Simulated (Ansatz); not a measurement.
## RbAu: structures and their energies

9 relaxations of RbAu ended in 7 distinct structures. The numbers are results of PBE (plane waves to 420 eV, PAW, scalar-relativistic; Ansatz, a program for electronic structure), not measurements.

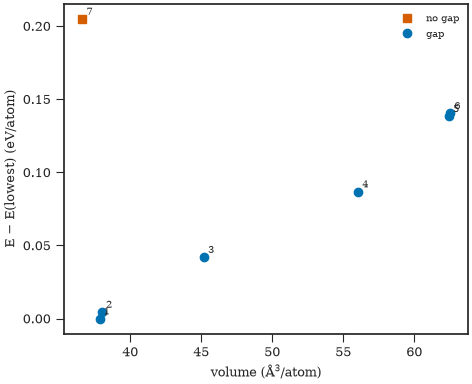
Figure. Energy against volume of the distinct structures, numbered as in the table

```csv
#,space group,Pearson,type,E − E(lowest) (eV/atom),V (Å³/atom),"gap (eV, no SOC)",coordination,runs ending here
1,Cmcm,oS8,"AFLOW prototype AB_oC8_63_c_c (B33, as in CrB)",0.000,37.84,0.20,–,1
2,I4₁/amd,tI16,"AFLOW prototype AB_tI16_141_e_e (B_g, as in BMo)",0.005,38.01,0.21,–,1
3,Fm-3m,cF8,rock salt type,0.042,45.19,2.32,"Rb 6 (octahedral)+12, Au 6 (octahedral)",2
4,P6₃/mmc,hP4,–,0.087,56.04,2.82,–,2
5,P6₃mc,hP12,"AFLOW prototype AB_hP12_186_a2b_a2b (B6, as in SiC)",0.138,62.43,2.99,–,1
6,F-43m,cF8,zinc blende type,0.140,62.52,3.00,"Rb 4 (tetrahedral)+12, Au 4 (tetrahedral)",1
7,P6₃/mmc,hP8,–,0.20,36.63,0.00,–,1
```

Coordination numbers (neighbours up to the widest gap in distance over summed covalent radii, below 1.35; n+m marks a second, longer set). Cmcm, oS8, AFLOW prototype AB_oC8_63_c_c (B33, as in CrB) is the lowest of the structures calculated here.

```cif
data_Au4Rb4
_chemical_formula_sum 'Au4 Rb4'
_space_group_name_H-M_alt 'Cmcm'
_space_group_IT_number 63
_space_group_name_Hall '-C 2c 2'
_cell_length_a 4.91290
_cell_length_b 12.44696
_cell_length_c 4.95087
_cell_angle_alpha 90.000
_cell_angle_beta 90.000
_cell_angle_gamma 90.000
loop_
_space_group_symop_operation_xyz
  'x, y, z'
  '-x, -y, -z'
  '-x, -y, z+1/2'
  'x, y, -z+1/2'
  'x, -y, -z'
  '-x, y, z'
  '-x, y, -z+1/2'
  'x, -y, z+1/2'
  'x+1/2, y+1/2, z'
  '-x+1/2, -y+1/2, -z'
  '-x+1/2, -y+1/2, z+1/2'
  'x+1/2, y+1/2, -z+1/2'
  'x+1/2, -y+1/2, -z'
  '-x+1/2, y+1/2, z'
  '-x+1/2, y+1/2, -z+1/2'
  'x+1/2, -y+1/2, z+1/2'
loop_
_atom_site_label
_atom_site_type_symbol
_atom_site_symmetry_multiplicity
_atom_site_Wyckoff_symbol
_atom_site_fract_x
_atom_site_fract_y
_atom_site_fract_z
_atom_site_occupancy
Au1 Au 4 c 0.00000 0.43531 0.25000 1
Rb1 Rb 4 c 0.00000 0.14068 0.25000 1
```
(The calculation used a cell of 4 atoms; values per cell refer to that cell.)

 2 generated cells of layers, chains or molecules, poorly bound without dispersion, are left out. Each run could gain symmetry but not lose that of its start, so entries can be saddle points. Known forms of RbAu include space group No. 221. That form is not among the structures calculated here. All of these are generated cells (placed on structure types, drawn at random, substituted or restacked) that were not matched to a known phase here. Static energies at zero pressure. No spin polarisation in the result. Spin-orbit coupling is missing; with elements this heavy it can move band edges by tenths of an eV or more. Gaps of cells over 8 atoms come from the SCF mesh and high-symmetry points alone.
